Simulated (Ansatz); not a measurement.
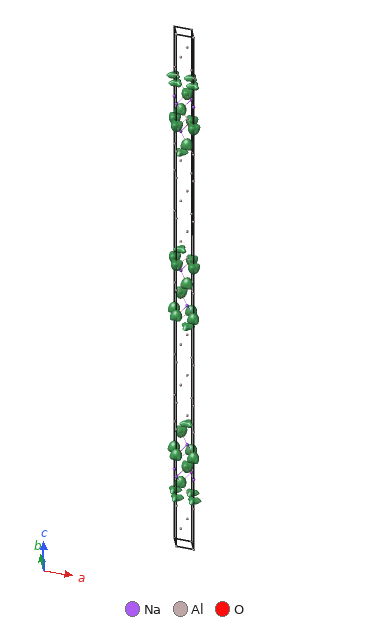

NaAl₅O₂. Isosurface of the ELF at 0.7 (green), seen at an oblique angle. Core shells and regions of very low density are left out. Sticks mark near contacts.

Space group R-3m; a generated structure, not necessarily the stable one; computed pressure about −4 GPa in this cell.

Method: DFT r2SCAN, scalar-relativistic, plane waves, PAW in Ansatz.

In a PAW calculation such maps are meaningful between the atoms, not at the nuclei.

```
CELL_PARAMETERS angstrom
2.51051 1.44976 0.00392
-2.51051 1.44976 -0.00392
-0.16466 0.00000 87.06236
ATOMIC_POSITIONS crystal
Na 0.66667 0.33333 0.19737
Na 0.33333 0.66667 0.53070
Na 0.00000 0.00000 0.86403
Na 0.99990 0.00010 0.13578
Na 0.66657 0.33343 0.46911
Na 0.33324 0.66676 0.80244
Al 0.99971 0.00029 0.22856
Al 0.66638 0.33362 0.56189
Al 0.33304 0.66696 0.89523
Al 0.33329 0.66671 0.16657
Al 0.99995 0.00005 0.49990
Al 0.66662 0.33338 0.83324
Al 0.66686 0.33314 0.10458
Al 0.33353 0.66647 0.43792
Al 0.00019 0.99981 0.77125
Al 0.66661 0.33339 0.25415
Al 0.33328 0.66672 0.58748
Al 0.99994 0.00006 0.92082
Al 0.99996 0.00004 0.07899
Al 0.66663 0.33337 0.41232
Al 0.33330 0.66670 0.74566
Al 0.33354 0.66646 0.02624
Al 0.00020 0.99980 0.35958
Al 0.66687 0.33313 0.69291
Al 0.99995 0.00005 0.99990
Al 0.66662 0.33338 0.33324
Al 0.33329 0.66671 0.66657
Al 0.33304 0.66696 0.30690
Al 0.99970 0.00030 0.64023
Al 0.66637 0.33363 0.97357
Al 0.99963 0.00037 0.28050
Al 0.66629 0.33371 0.61383
Al 0.33296 0.66704 0.94717
Al 0.66694 0.33306 0.05264
Al 0.33361 0.66639 0.38598
Al 0.00028 0.99972 0.71931
O 0.33317 0.66683 0.21665
O 0.99984 0.00016 0.54998
O 0.66650 0.33350 0.88331
O 0.00024 0.99976 0.17819
O 0.66691 0.33309 0.51152
O 0.33357 0.66643 0.84486
O 0.66633 0.33367 0.15495
O 0.33300 0.66700 0.48828
O 0.99966 0.00034 0.82162
O 0.33340 0.66660 0.11650
O 0.00007 0.99993 0.44983
O 0.66674 0.33326 0.78316
```

### Describe the localisation domains.

The surface consists of twelve regions on O in which the atom's valence shell and bonds are merged and six pockets between the atoms, centred on no nucleus (multi-centre or interstitial), counted in one cell of 48 atoms. Any copies at cell faces, edges or corners count once. Along the contacts the grid gives the following. Al–O (1.95 Å): the ELF peaks at about 0.85 in the valence shell of O, 0.7 Å from its nucleus, and is about 0.80 at the midpoint. Na–O (2.36 Å): the ELF peaks at about 0.85 in the valence shell of O, 0.6 Å from its nucleus, and is about 0.10 at the midpoint (no shared electron pair shows on this line).
